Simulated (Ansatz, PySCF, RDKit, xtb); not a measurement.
# Solving SiOH+, step by step, part 2 of 2

Given the formula SiOH+ (charge +1) and nothing else, which arrangement of the atoms is the most stable in the gas at 298.15 K, and what are its properties?

xtb, Ansatz and PySCF; isolated molecules. The steps go on from the part before.

### Step 13. Frequencies after a tight-binding relaxation (GFN2-xTB)

Input file start.xyz:

```xyz
3
c129
O      0.000000     0.000000    -0.196708
Si     0.000000     0.000000     1.362098
H      0.000000     0.000000    -1.165389
```

Launch:

```bash
$ xtb start.xyz --gfn 2 --ohess tight --chrg 1
```

Output (excerpt; [...] marks lines left out):

```text
* xtb version 6.7.1
[...]
          :  # basis functions                  15          :
[...]
          :  # electrons                        10          :
[...]
          :  Hamiltonian                  GFN2-xTB          :
[...]
          :  net charge                          1          :
          :  unpaired electrons                  0          :
[...]
   *** convergence criteria satisfied after 13 iterations ***
[...]
   *** GEOMETRY OPTIMIZATION CONVERGED AFTER 5 ITERATIONS ***
[...]
   *** convergence criteria satisfied after 3 iterations ***
[...]
         ::                     SUMMARY                     ::
         :::::::::::::::::::::::::::::::::::::::::::::::::::::
         :: total energy              -5.874106165284 Eh    ::
         :: gradient norm              0.000027519897 Eh/a0 ::
         :: HOMO-LUMO gap              5.263071019370 eV    ::
         ::.................................................::
         :: SCC energy                -5.920044396748 Eh    ::
         :: -> isotropic ES            0.131967057084 Eh    ::
         :: -> anisotropic ES         -0.009505757109 Eh    ::
         :: -> anisotropic XC         -0.008245226640 Eh    ::
         :: -> dispersion             -0.000567520363 Eh    ::
         :: repulsion energy           0.045938231464 Eh    ::
         :: add. restraining           0.000000000000 Eh    ::
         :: total charge               1.000000000000 e     ::
         :::::::::::::::::::::::::::::::::::::::::::::::::::::
[...]
         5        2.0000           -0.7316909             -19.9103 (HOMO)
         6                         -0.5382766             -14.6473 (LUMO)
[...]
     #   Z          covCN         q      C6AA      α(0)
     1   8 O        1.575    -0.191    17.250     5.604
     2  14 Si       0.771     0.755   205.566    31.159
     3   1 H        0.804     0.436     0.424     1.023
[...]
molecular dipole:
                 x           y           z       tot (Debye)
Molecule has the following symmetry elements: (Cinf) (sigma)
It seems to be the Cinfv point group
 q only:        0.000       0.000       1.031
[...]
          | TOTAL ENERGY               -5.874106165284 Eh   |
          | TOTAL ENTHALPY             -5.857539648403 Eh   |
          | TOTAL FREE ENERGY          -5.882366081422 Eh   |
          | GRADIENT NORM               0.000027568896 Eh/α |
[...]
```

It took 0.34 s on 1 thread of Intel Xeon at 2.50GHz (Skylake/Cascade Lake), shared host; peak memory 0.25 GiB.

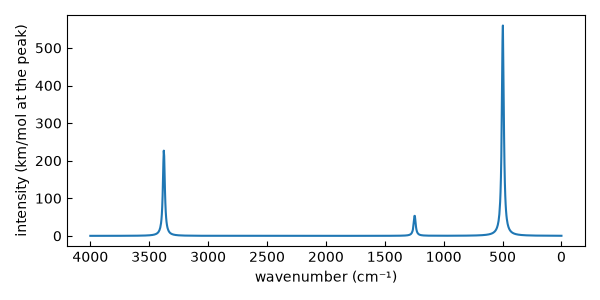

Harmonic infrared spectrum, unscaled, lines broadened by 10 cm⁻¹.

### Step 14. Electronic excitations (TD-PBE0/def2-SVPD)

An in-house driver calls PySCF's response routines at TD-PBE0/def2-SVPD; it has no typed input.

Output:

```text
coarse grid: 3336 points
cycle   1  E = -364.5505076661  dE =  4.256e-01  |g| = 6.120e-01  |ddm| = 1.652e+00
cycle   2  E = -364.1984978704  dE =  3.520e-01  |g| = 1.425e+00  |ddm| = 1.637e+00
cycle   3  E = -364.6312673203  dE = -4.328e-01  |g| = 5.796e-02  |ddm| = 9.351e-01
cycle   4  E = -364.6320756720  dE = -8.084e-04  |g| = 7.956e-03  |ddm| = 8.089e-02
cycle   5  E = -364.6320887563  dE = -1.308e-05  |g| = 1.386e-03  |ddm| = 7.764e-03
cycle   6  E = -364.6320891605  dE = -4.041e-07  |g| = 1.445e-04  |ddm| = 1.632e-03
final grid: 28512 points
cycle   7  E = -364.6832707667  dE = -1.774e-06  |g| = 5.813e-03  |ddm| = 1.462e-02
cycle   8  E = -364.6832536266  dE =  1.714e-05  |g| = 1.100e-02  |ddm| = 1.010e-02
cycle   9  E = -364.6832774270  dE = -2.380e-05  |g| = 4.641e-05  |ddm| = 6.707e-03
cycle  10  E = -364.6832774274  dE = -3.535e-10  |g| = 1.107e-05  |ddm| = 4.591e-05
converged SCF energy = -364.6832774274

Static polarisability (au): isotropic 22.902, principal 21.029 21.029 26.649

Singlet excitations
state   eV       nm        f      main configurations
  1   7.2853    170.2   0.00000   H-2->L+1 0.49, H-1->L 0.49
  2   7.4487    166.5   0.00000   H-1->L 0.48, H-2->L+1 0.48
  3   7.4488    166.4   0.00000   H-1->L+1 0.48, H-2->L 0.48
  4   7.5534    164.1   0.24508   H->L 0.98
  5   7.5534    164.1   0.24507   H->L+1 0.98
  6   9.1276    135.8   0.03294   H-2->L 0.39, H-1->L+1 0.39, H->L+2 0.18
  7  10.7458    115.4   0.90589   H->L+2 0.80
  8  10.8139    114.7   0.07798   H-1->L+2 0.92

Triplet excitations (Tamm-Dancoff, eV): 4.5649 4.5649 6.5256
```

Wall time 9.4 s (1 thread of Intel Xeon at 2.50GHz (Skylake/Cascade Lake), shared host); peak memory 0.25 GiB.

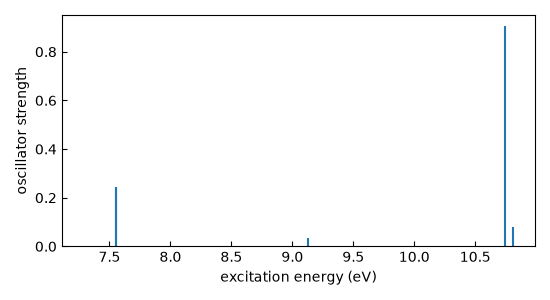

Vertical excitations as sticks.

The roots found:

```csv
excited state,energy (eV),strength
1,7.285,0.0000
2,7.449,0.0000
3,7.449,0.0000
4,7.553,0.2451
5,7.553,0.2451
6,9.128,0.0329
7,10.746,0.9059
8,10.814,0.0780
```

### Step 15. NMR shieldings (GIAO PBE0/pcSseg-1)

An in-house driver calls PySCF's response routines at GIAO PBE0/pcSseg-1; it has no typed input.

Output:

```text
coarse grid: 3336 points
cycle   1  E = -364.7018159562  dE =  4.401e-01  |g| = 6.598e-01  |ddm| = 1.493e+00
cycle   2  E = -364.2995939438  dE =  4.022e-01  |g| = 1.537e+00  |ddm| = 1.263e+00
cycle   3  E = -364.7872503718  dE = -4.877e-01  |g| = 7.626e-02  |ddm| = 7.966e-01
cycle   4  E = -364.7885924543  dE = -1.342e-03  |g| = 1.508e-02  |ddm| = 6.877e-02
cycle   5  E = -364.7886266844  dE = -3.423e-05  |g| = 1.765e-03  |ddm| = 6.534e-03
cycle   6  E = -364.7886274209  dE = -7.365e-07  |g| = 2.300e-04  |ddm| = 1.381e-03
final grid: 28512 points
cycle   7  E = -364.8095061857  dE = -1.381e-06  |g| = 6.221e-03  |ddm| = 6.527e-03
cycle   8  E = -364.8094890536  dE =  1.713e-05  |g| = 1.145e-02  |ddm| = 8.005e-03
cycle   9  E = -364.8095129063  dE = -2.385e-05  |g| = 2.455e-04  |ddm| = 5.321e-03
cycle  10  E = -364.8095129145  dE = -8.211e-09  |g| = 1.979e-05  |ddm| = 1.187e-04
cycle  11  E = -364.8095129145  dE = -2.933e-11  |g| = 2.082e-06  |ddm| = 1.153e-05
converged SCF energy = -364.8095129145

GIAO shielding tensors (ppm)
atom      isotropic    diamagn.    paramagn.     s11        s22        s33       span
  0 O      141.560     389.295    -247.735      4.358      4.358    415.965    411.607
  1 Si     490.235     872.751    -382.515    298.552    298.552    873.603    575.052
  2 H       25.058      27.478      -2.419     16.385     16.385     42.404     26.018
```

Run time: 6.3 s. Hardware: 1 thread of Intel Xeon at 2.50GHz (Skylake/Cascade Lake), shared host; peak memory 0.25 GiB.

Isotropic shieldings, averaged over atoms that the bond graph makes equivalent (absolute, not shifts):

```csv
atoms,shielding (ppm)
O1,141.6
Si2,490.2
H3,25.06
```

### Step 16. One electron fewer at the same geometry (PBE0/def2-TZVPD)

Input file input.yaml:

```yaml
basis:
  gaussian:
    orbitals: def2-TZVPD
crystal:
  periodic: [false, false, false]
  atoms:
    - {symbol: O, position_ang: [0.000000, 0.000000, -0.196708]}
    - {symbol: Si, position_ang: [0.000000, 0.000000, 1.362098]}
    - {symbol: H, position_ang: [0.000000, 0.000000, -1.165389]}
total_charge: 2
magnetization:
  spin_polarized: true
  initial_magnetization: 1
hamiltonian:
  xc: pbe0
```

Launch:

```bash
$ ansatz run input.yaml --threads 1 --pin off --max-ram 2610MiB --events-out events.jsonl --progress --plain --runs-dir runs
```

Output:

```text
Warning: RAYON_NUM_THREADS=1 ignored (pool sized by the plan → 1); use --threads N
[... 2 set-up lines as earlier in the session ...]
  parameter a = 0.25
  parameter kappa = 0.804
  parameter beta = 0.06672455060314922
  exchange = (1 - a)*pbe_x(kappa = kappa, mu = beta*pi^2/3) + a*exact_x
  correlation = pbe_c(beta = beta)
531 factors; their error is unknown
mean field evaluation 1: about -9873.1157 eV, gradient 1.1e2 eV
mean field evaluation 2: about -9679.8761 eV, gradient 1.6e2 eV
mean field evaluation 4: about -9908.6859 eV, gradient 9.4e0 eV
mean field evaluation 8: about -9909.0329 eV, gradient 1.2e-1 eV
mean field evaluation 16: about -9909.0330 eV, gradient 2.0e-5 eV
mean field -9909.03297800 eV, -364.1502453579 hartree, gradient 2.0e-5 eV, S^2 0.756922; 1 other end points of the search recorded, 0 dependent functions left out
reference -9909.03300269 eV, -364.1502462651 hartree; 11, 10 occupied and 81, 82 virtual orbitals, 531 factors
Total energy: -9909.03300269 eV, -364.1502462651 hartree
```

It took 6.7 s on 1 thread of Intel Xeon at 2.50GHz (Skylake/Cascade Lake), shared host; peak memory 0.25 GiB.

Difference from the parent: 19.69 eV.

### Step 17. One electron more at the same geometry (PBE0/def2-TZVPD)

Edit input.yaml of step 16 so:

```diff
@@ -9,3 +9,4 @@
     - {symbol: H, position_ang: [0.000000, 0.000000, -1.165389]}
-total_charge: 2
+hamiltonian:
+  xc: {name: PBE0}
 magnetization:
@@ -13,3 +14,3 @@
   initial_magnetization: 1
-hamiltonian:
-  xc: pbe0
+scf:
+  lower_state_search: off
```

Launch:

```bash
$ ansatz run input.yaml --threads 1 --pin off --max-ram 2610MiB --events-out events.jsonl --progress --plain --runs-dir runs
```

Output (excerpt; [...] marks lines left out):

```text
Warning: RAYON_NUM_THREADS=1 ignored (pool sized by the plan → 1); use --threads N
[... 2 set-up lines as earlier in the session ...]
[...]
531 factors; their error is unknown
[...]
mean field -9935.10987168 eV, -365.1085535249 hartree, gradient 4.5e-6 eV, S^2 0.757537; 0 other end points of the search recorded, 0 dependent functions left out
reference -9935.10989900 eV, -365.1085545288 hartree; 12, 11 occupied and 80, 81 virtual orbitals, 531 factors
Total energy: -9935.10989900 eV, -365.1085545288 hartree
Checks for a lower state left out: stability, starts, cluster_reference, orbital_swaps, neighbouring_geometries, increment
```

Run time: 4.8 s. Hardware: 1 thread of Intel Xeon at 2.50GHz (Skylake/Cascade Lake), shared host; peak memory 0.25 GiB.

Parent less the species with the added electron: 6.38 eV.

### Step 18. The triplet at the same geometry (PBE0/def2-TZVPD)

Input file input.yaml:

```yaml
crystal:
  periodic: [false, false, false]
  atoms:
    - {symbol: O, position_ang: [0.000000, 0.000000, -0.196708]}
    - {symbol: Si, position_ang: [0.000000, 0.000000, 1.362098]}
    - {symbol: H, position_ang: [0.000000, 0.000000, -1.165389]}
basis:
  gaussian: {orbitals: def2-TZVPD}
total_charge: 1
magnetization: {spin_polarized: true, initial_magnetization: 2}
hamiltonian: {xc: pbe0}
```

Launch:

```bash
$ ansatz run input.yaml --threads 1 --pin off --max-ram 2610MiB --events-out events.jsonl --progress --plain --runs-dir runs
```

Output (excerpt; [...] marks lines left out):

```text
Warning: RAYON_NUM_THREADS=1 ignored (pool sized by the plan → 1); use --threads N
[... 7 set-up lines as earlier in the session ...]
531 factors; their error is unknown
mean field evaluation 1: about -9905.0874 eV, gradient 7.6e1 eV
mean field evaluation 2: about -9780.7924 eV, gradient 1.4e2 eV
mean field evaluation 4: about -9923.9033 eV, gradient 6.3e0 eV
mean field evaluation 8: about -9924.0797 eV, gradient 1.1e-1 eV
mean field evaluation 16: about -9924.0798 eV, gradient 2.0e-5 eV
mean field -9924.07975177 eV, -364.7032040946 hartree, gradient 2.0e-5 eV, S^2 2.004306; 0 other end points of the search recorded, 0 dependent functions left out
reference -9924.07977900 eV, -364.7032050955 hartree; 12, 10 occupied and 80, 82 virtual orbitals, 531 factors
Total energy: -9924.07977900 eV, -364.7032050955 hartree
```

Run time: 6.9 s. Hardware: 1 thread of Intel Xeon at 2.50GHz (Skylake/Cascade Lake), shared host; peak memory 0.25 GiB.

It lies 4.65 eV above the singlet.

### Step 19. Stability of the closed-shell solution (PBE0/def2-SVP)

Input file job.py:

```python
from pyscf import gto, dft

system = gto.M(
    atom=[
    ('O', (0.000000, 0.000000, -0.196708)),
    ('Si', (0.000000, 0.000000, 1.362098)),
    ('H', (0.000000, 0.000000, -1.165389)),
],
    basis='def2-svp',
    spin=0,
    charge=1,
    verbose=3,
    max_memory=1860,
)

mf = dft.RKS(system)
mf.xc = 'pbe0'
mf = mf.density_fit(auxbasis='def2-universal-jkfit')
mf.max_cycle = 100
mf.grids.level = 3
mf.kernel()
if not mf.converged:
    mf = mf.newton().run(mf.mo_coeff, mf.mo_occ)

etot = mf.e_tot
print('E(%s) = %.9f' % ('PBE0', etot))
mo_i, mo_e, stable_i, stable_e = mf.stability(internal=True, external=True, return_status=True)
print('stable: internal', stable_i, 'external', stable_e)
```

Launch:

```bash
$ OMP_NUM_THREADS=1 python job.py
```

Output:

```text
converged SCF energy = -364.67762769508
E(PBE0) = -364.677627695
<class 'pyscf.df.df_jk.DFRKS'> wavefunction is stable in the internal stability analysis
<class 'pyscf.df.df_jk.DFRKS'> wavefunction is stable in the real -> complex stability analysis
<class 'pyscf.df.df_jk.DFRKS'> wavefunction is stable in the RHF/RKS -> UHF/UKS stability analysis
stable: internal True external True
```

It took 18 s on 1 thread of Intel Xeon at 2.50GHz (Skylake/Cascade Lake), shared host; peak memory 0.25 GiB.

### Step 20. Outcome

What follows sums up all 2 parts.

| quantity | value |
| --- | --- |
| lowest structure found | [OH+]=[Si], singlet, C∞v |
| next finalist | O=[SiH+], singlet, 62.6 kcal/mol higher in G |
| share at equilibrium, among the finalists | 100.0 % |
| funnel | 5 starts, 3 minima at GFN2-xTB, 4 screening runs, 3 relaxed, 3 ranked |
| CPU time of all runs | 5 min |
| harmonic wavenumbers, lowest and highest (PBE0-D3(BJ)/def2-SVP) | 492 and 3849 cm⁻¹ |
| rotational constants, same geometry | 0.5903 cm⁻¹ |
| HOMO energy (PBE0/def2-TZVPD) | -16.80 eV |
| LUMO energy (PBE0/def2-TZVPD) | -8.73 eV |
| HOMO–LUMO gap (PBE0/def2-TZVPD) | 8.07 eV |
| lowest excitation (TD-PBE0/def2-SVPD) | 7.29 eV (f = 0.000) |
| lowest triplet excitation, same level, Tamm-Dancoff | 4.56 eV |
| vertical ionisation energy | 19.69 eV |
| vertical recombination energy (electron added) | 6.38 eV |
| vertical triplet less singlet | +4.65 eV |

In words: `[OH+]=[Si]` comes out lowest. The margin of 62.6 kcal/mol over the next finalist is beyond the usual error of the last level; it says nothing of structures that weren't ranked. HF/STO-3G, r2SCAN-D4/def2-SVP, PBE0-D3(BJ)/def2-SVP, HF/def2-QZVPP and MP2/def2-QZVPP already put its bonding pattern lowest among the structures in one piece. The largest share of the time went into the final energies (48 %). A large T1 diagnostic among the finalists warns that one reference determinant may not suffice. It concerns: the finalist O=[SiH+] (singlet). The search is not exhaustive (a finite list of starts, one conformer a finalist), so a lower isomer can't be ruled out.
